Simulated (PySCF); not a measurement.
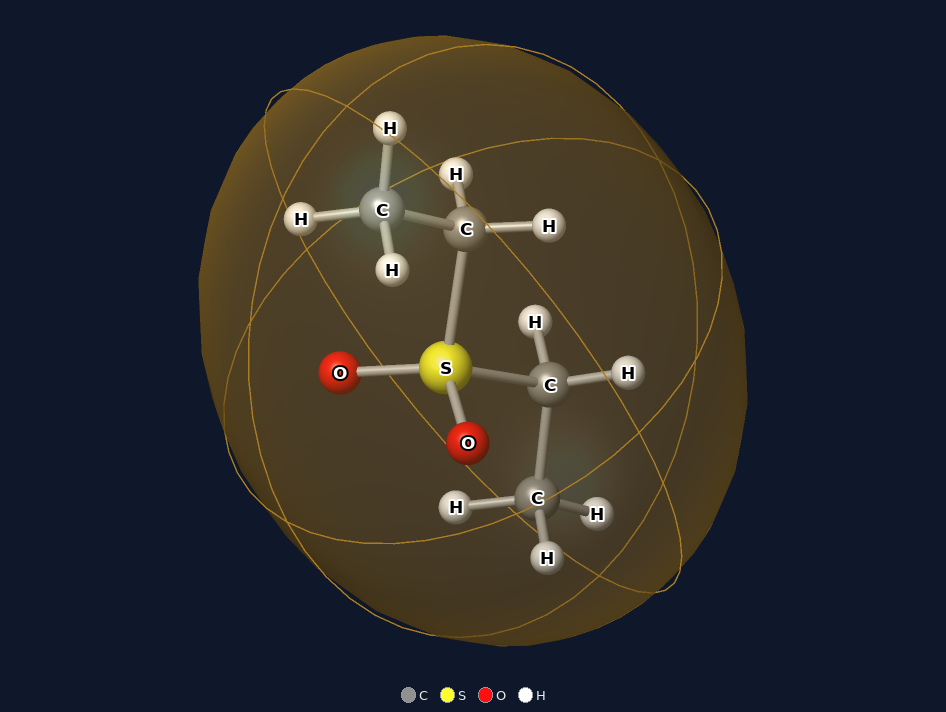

The ellipsoid shows the static dipole polarisability: its half-axes are proportional to the principal values. The geometry was computed by an optimisation with GFN2-xTB. No frequency run is at hand to confirm it as a minimum. Computed with CAM-B3LYP/def2-SVPD (PySCF 2.14.0).

Give the principal values, the mean and the anisotropy.

Principal values 66.8, 69.6, 91.5 bohr³; mean 76.0 bohr³ (11.26 Å³); anisotropy 23.4 bohr³, so the longest axis is 1.37 times the shortest.
